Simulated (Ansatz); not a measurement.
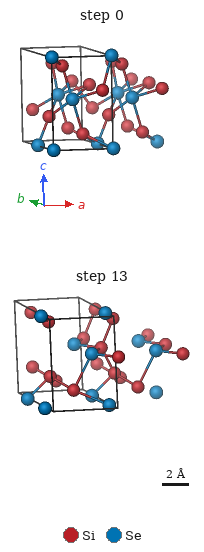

The structure of crystalline Si₂Se (a generated structure, set up in P1) (coarse preliminary run) before (top) and after (bottom) a relaxation, at one scale.

The picture is a ball-and-stick view of the cell of the calculation, repeated 2 × 1 × 1 with one cell outlined, seen slightly off an axis.

The calculation used DFT PBE, scalar-relativistic, plane waves, PAW in Ansatz.

Input file:
```yaml
crystal:
  lattice:
    - [-4.9420163534, 0.0323621401, -0.0217581049]
    - [-0.0290334498, -0.1914416701, -6.5870649967]
    - [0.0466813055, -7.1775639176, -0.2069496312]
  atoms:
    - { symbol: Si, position: [0.8827169992, 0.5032633872, 0.6413931867] }
    - { symbol: Si, position: [0.842370299, -0.0023813692, 0.6318832342] }
    - { symbol: Si, position: [0.1656605272, 0.9771132045, 0.3398133038] }
    - { symbol: Si, position: [0.1917238865, 0.4961817807, 0.3121091455] }
    - { symbol: Si, position: [0.3951549681, 0.7552394199, 0.8570152094] }
    - { symbol: Si, position: [0.3117811068, 0.2649524137, 0.8785825331] }
    - { symbol: Si, position: [0.6205095566, 0.7272931064, 0.1580541858] }
    - { symbol: Si, position: [0.6454188172, 0.288472895, 0.1377821869] }
    - { symbol: Se, position: [0.0091704473, 1.0062762044, 0.0022092291] }
    - { symbol: Se, position: [0.9976718719, 0.4968404737, 0.0072329218] }
    - { symbol: Se, position: [0.4706208755, 0.7339408306, 0.5175904901] }
    - { symbol: Se, position: [0.4672006446, 0.2528076534, 0.5163343735] }
basis:
  ecutwfc: 420
kpoints:
  mp_grid: { grid: [4, 4, 4] }
hamiltonian:
  xc: pbe
scf:
  occupations: { method: gaussian, width: 0.2 }
  lower_state_search: "off"
output:
  forces: true
  stress: true
  eigenvalues: true
relax:
  adjacent_minimum: "off"
  f_tol: 0.025
  max_steps: 60
  cell: { stress_tol: 0.25 }
```

Launched with:
```bash
ansatz run input.yaml --threads 1 --pin off --max-ram 2560MiB --backend cpu --events-out ev --progress --plain --runs-dir out
```

### Describe what moved and what it gained.

The run was cut off at its time limit before the relaxation converged, so the last structure is only a point on the way. The atom that moves furthest relative to the cell is Se12 (1.51 Å roughly along [3 −1 1]). By element the largest moves are Se 1.51 Å, Si 1.45 Å. The volume changes by +15.8 %, with a 4.942 → 5.311 Å (+7.5 %), b 6.590 → 7.407 Å (+12.4 %), c 7.181 → 7.106 Å (−1.0 %), α 86.7° → 75.3°, β 90.7° → 88.6°, γ 89.5° → 90.4°. Some distances before and after: Si5–Se11 2.482 → 4.141 Å, Si6–Se12 2.727 → 4.140 Å, Si3–Se11 2.478 → 3.836 Å, Si4–Se12 2.493 → 3.830 Å. New bonds form: Si1–Si6 (3.07 → 2.42 Å), Si2–Si5 (3.48 → 2.41 Å), Si4–Si8 (2.95 → 2.36 Å). Bonds break: Si1–Se10 (2.68 → 3.65 Å), Si4–Se11 (2.60 → 3.79 Å), Si4–Se12 (2.49 → 3.83 Å). Bond angles that change, for instance: Se11–Si1–Se12 70.9° → 101.5°, Si1–Se11–Si2 75.3° → 101.5°, Si1–Se12–Si2 76.3° → 101.9°. The space group stays P1 (No. 1). Over 12 accepted moves (13 points after the start) the energy falls by 5.613 eV per cell of the calculation. Largest force component: 1.2 eV/Å at the start, 0.097 eV/Å at the end. Pressure: 1.61 GPa at the start and 0.26 GPa at the end. The line search rejected the trial step at point 11 of the run.
